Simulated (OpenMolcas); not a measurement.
## V²⁺ complex: multiconfigurational calculation (part 2 of 2)

The same run, continued: V²⁺ with 6 ligands (F; octahedron, 2 Å), neutralised by 6 outer point charges of +0.67 e, whose field is part of the energies. Method: state-averaged CASSCF, active space 3 electrons in the shell 3d, basis ANO-RCC-VDZP on the metal and ANO-RCC-VDZP on the ligands, DKH2 scalar Hamiltonian, spin-orbit coupling by RASSI with atomic mean-field integrals (OpenMolcas).

### Log (extracts), continued
```
--- RASSI ---
SPIN-FREE ENERGIES:
  (Shifted by EMIN (a.u.) =      -1546.8920898516)

 SF State       Relative EMIN(au)   Rel lowest level(eV)    D:o, cm**(-1)

     1             0.0000000000        0.0000000000              0.0000
     2             0.0558248476        1.5190714904          12252.1379
     3             0.0558248476        1.5190714904          12252.1379
     4             0.0558248476        1.5190714904          12252.1379
    11             0.0765412315        2.0827930131          16798.8586
    12             0.0765412315        2.0827930131          16798.8586
    13             0.0802388161        2.1834094179          17610.3846
    14             0.0802388161        2.1834094179          17610.3846
    15             0.0802388161        2.1834094179          17610.3846
     5             0.0893429634        2.4311458846          19608.5140
     6             0.0893429634        2.4311458846          19608.5140
     7             0.0893429634        2.4311458846          19608.5140
    16             0.1081469765        2.9428291490          23735.5178
    17             0.1081469765        2.9428291490          23735.5178
    18             0.1081469765        2.9428291490          23735.5178
    19             0.1203473801        3.2748190442          26413.1969
    20             0.1336243351        3.6361033932          29327.1517
    21             0.1336243351        3.6361033932          29327.1517
    22             0.1336243351        3.6361033932          29327.1517
    23             0.1366214078        3.7176578981          29984.9331
    24             0.1366214078        3.7176578981          29984.9331
    25             0.1366214078        3.7176578981          29984.9331
     8             0.1439054516        3.9158668265          31583.5959
     9             0.1439054516        3.9158668265          31583.5959
    10             0.1439054516        3.9158668265          31583.5959
    26             0.1449350565        3.9438838033          31809.5681
    27             0.1449350565        3.9438838033          31809.5681
    28             0.1619866476        4.4078812357          35551.9598
    29             0.1619866476        4.4078812357          35551.9598
    30             0.1619866476        4.4078812357          35551.9598
    31             0.1899191059        5.1679621462          41682.4258
    32             0.1899191059        5.1679621462          41682.4258
    33             0.1899191059        5.1679621462          41682.4258
    34             0.1922215046        5.2306136063          42187.7439
    35             0.1922215046        5.2306136063          42187.7439
    36             0.1922215046        5.2306136063          42187.7439
    37             0.2043402411        5.5603812259          44847.4991
    38             0.2123416397        5.7781103746          46603.6031
    39             0.2123416397        5.7781103746          46603.6031
    40             0.2123416397        5.7781103746          46603.6031
Eigenvalues of complex Hamiltonian:
   -----------------------------------
  (Shifted by EMIN (a.u.) =      -1546.8920898516)

 SO State       Relative EMIN(au)   Rel lowest level(eV)    D:o, cm**(-1)

     1            -0.0000320962        0.0000000000              0.0000
     2            -0.0000320962        0.0000000000              0.0000
     3            -0.0000320962        0.0000000000              0.0000
     4            -0.0000320962        0.0000000000              0.0000
     5             0.0554767002        1.5104712982          12182.7726
     6             0.0554767002        1.5104712982          12182.7726
     7             0.0556688653        1.5157003784          12224.9480
     8             0.0556688653        1.5157003784          12224.9480
     9             0.0556688653        1.5157003784          12224.9480
    10             0.0556688653        1.5157003784          12224.9480
    11             0.0559453063        1.5232227199          12285.6198
    12             0.0559453063        1.5232227199          12285.6198
    13             0.0559453063        1.5232227200          12285.6198
    14             0.0559453063        1.5232227200          12285.6198
    15             0.0560030380        1.5247936805          12298.2904
    16             0.0560030380        1.5247936805          12298.2904
    17             0.0765451084        2.0837718934          16806.7538
    18             0.0765451084        2.0837718934          16806.7538
    19             0.0765451084        2.0837718934          16806.7538
    20             0.0765451084        2.0837718934          16806.7538
    21             0.0800450382        2.1790098344          17574.8996
    22             0.0800450382        2.1790098344          17574.8996
    23             0.0800450382        2.1790098344          17574.8996
    24             0.0800450382        2.1790098344          17574.8996
    25             0.0804242920        2.1893298550          17658.1361
    26             0.0804242920        2.1893298550          17658.1361
    27             0.0889116957        2.4202838754          19520.9059
    28             0.0889116957        2.4202838754          19520.9059
    29             0.0889572682        2.4215239662          19530.9079
    30             0.0889572682        2.4215239662          19530.9079
    31             0.0889572682        2.4215239663          19530.9079
    32             0.0889572682        2.4215239663          19530.9079
    33             0.0896744071        2.4410383095          19688.3017
    34             0.0896744071        2.4410383095          19688.3017
    35             0.0896744071        2.4410383094          19688.3017
    36             0.0896744071        2.4410383094          19688.3017
    37             0.0899765161        2.4492591163          19754.6070
    38             0.0899765161        2.4492591163          19754.6070
    39             0.1080333718        2.9406111897          23717.6288
    40             0.1080333718        2.9406111897          23717.6288
    41             0.1080333718        2.9406111899          23717.6288
Weights of the five most important spin-orbit-free states for each spin-orbit state.

 SO State  Total energy (au)           Spin-free states, spin, and weights
 -------------------------------------------------------------------------------------------------------
    1        -0.000032       1 1.5  0.9995    4 1.5  0.0002    3 1.5  0.0002   16 0.5  0.0000    2 1.5  0.0000
    2        -0.000032       1 1.5  0.9995    2 1.5  0.0002    4 1.5  0.0001    3 1.5  0.0001   17 0.5  0.0000
    3        -0.000032       1 1.5  0.9995    2 1.5  0.0002    3 1.5  0.0002   18 0.5  0.0001    4 1.5  0.0000
    4        -0.000032       1 1.5  0.9995    4 1.5  0.0002    3 1.5  0.0001    2 1.5  0.0001   16 0.5  0.0000
    5         0.055477       2 1.5  0.3333    3 1.5  0.3333    4 1.5  0.3333    7 1.5  0.0000    6 1.5  0.0000
    6         0.055477       2 1.5  0.3333    3 1.5  0.3333    4 1.5  0.3333    7 1.5  0.0000    6 1.5  0.0000
    7         0.055669       4 1.5  0.5658    3 1.5  0.2319    2 1.5  0.2009    1 1.5  0.0004   12 0.5  0.0003
    8         0.055669       4 1.5  0.5612    3 1.5  0.2613    2 1.5  0.1761    1 1.5  0.0004   12 0.5  0.0003
    9         0.055669       2 1.5  0.4648    3 1.5  0.4338    4 1.5  0.0999    1 1.5  0.0004   11 0.5  0.0003
   10         0.055669       2 1.5  0.4897    3 1.5  0.4044    4 1.5  0.1045    1 1.5  0.0004   11 0.5  0.0003
   11         0.055945       4 1.5  0.5445    3 1.5  0.3092    2 1.5  0.1433   11 0.5  0.0018    7 1.5  0.0004
   12         0.055945       4 1.5  0.5445    3 1.5  0.3092    2 1.5  0.1433   11 0.5  0.0018    7 1.5  0.0004
```

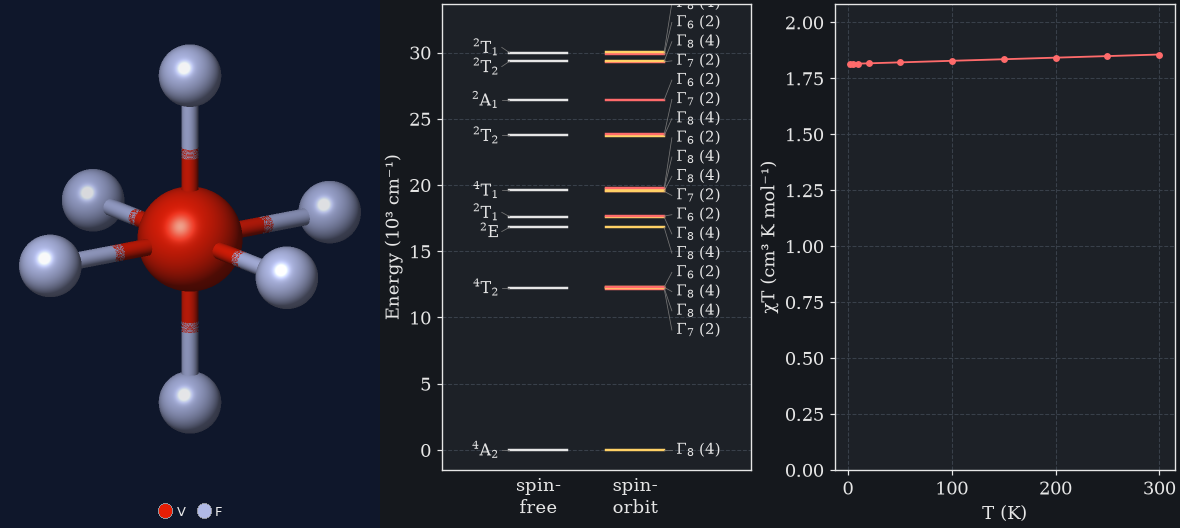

*V²⁺ (3d³) with 6 ligands, F⁻, at 2 Å (arrangement: octahedron, Oh), neutralised by outer point charges of +0.67 e, and its levels and susceptibility. Labels give the representation in O, Td, D4 or D3 as the site allows (double group for half-integer spin) where it could be assigned and, in brackets, the degeneracy; spin-free states, where drawn, share the zero of the spin-orbit levels. Powder susceptibility by Van Vleck's formula.*

The ground level is Γ₈, 4-fold degenerate, 100 % from states of spin multiplicity 4. The next level lies at 12,200 cm⁻¹ (Γ₇). The lowest spin-free state is ⁴A₂, from the free-ion F term; of the same spin there follow at 12,300 cm⁻¹ (⁴T₂) and 19,600 cm⁻¹ (⁴T₁) above it. χT is 1.81 cm³ K mol⁻¹ at 2 K and 1.86 at 300 K, an effective moment of 3.85 μB. The active orbitals hold 92 to 96 % metal character (Löwdin), and the Mulliken charge of the metal is +1.69.

Outcome of the run: converged.
